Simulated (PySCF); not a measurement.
C5H7ClSSi

Input

```
{"job": {"kind": "nmr", "xc": "PBE0", "basis": "pcSseg-1"}, "charge": 0, "multiplicity": 1}
C      2.228571    -1.738387     0.314881
S      1.766003    -0.528101    -0.962164
C      0.246719     0.096979    -0.403998
C     -0.427597    -0.253111     0.707199
C     -1.688078     0.432118     0.908419
C     -2.058795     1.330330    -0.018689
Si    -0.757506     1.399414    -1.373282
Cl     0.201298     3.159517    -1.545871
H      2.346040    -1.234522     1.269742
H      1.471703    -2.514825     0.373482
H      3.175073    -2.164366    -0.001751
H     -0.094492    -0.978016     1.433416
H     -2.273046     0.202623     1.787773
H     -2.978259     1.884672     0.052358
H     -1.162049     0.913665    -2.687797
```

Launched as:

```sh
OMP_NUM_THREADS=1 python probes_run.py task.json out
```

Geometry: GFN2-xTB.

Level of theory: PBE0/pcSseg-1, SCF density, gas phase, non-relativistic (PySCF).

**Predict the electron density and electron localisation function between the atoms.**

C–C (1.34 Å): ρ is about 2.2 e/Å³ halfway; the ELF peaks at about 0.90 between the atoms (a short, multiple covalent bond).
C–S (1.74 Å): the density is about 1.4 e/Å³ at the midpoint; the ELF peaks at about 0.90 between the atoms; a covalent bond.
C–Si (1.88 Å): ρ at the midpoint is about 0.94 e/Å³; the ELF peaks at about 0.95 between the atoms (localised, covalent bonding).
C–H (1.08 Å): the density is about 2 e/Å³ at the midpoint; the ELF climbs to about 1 towards the hydrogen, as it does in any bond to H (a covalent bond by its length).

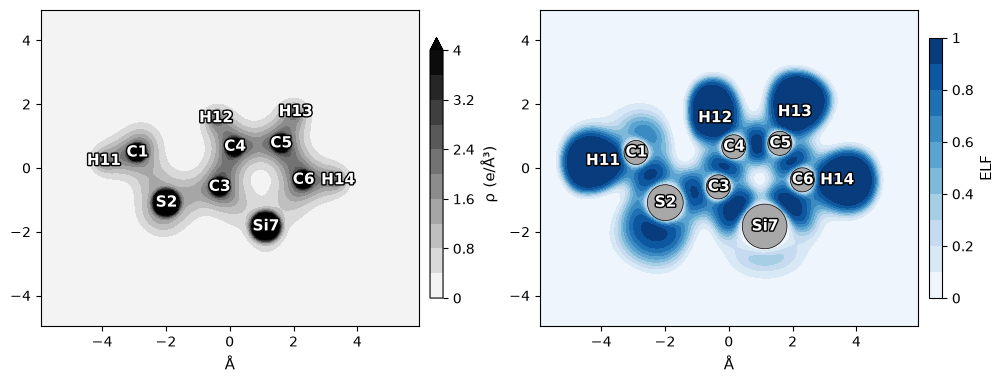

Computed electron density and electron localisation function on the plane of atoms C5, C6 and Si7, in this order. Grey discs cover the atomic cores in the ELF map. 
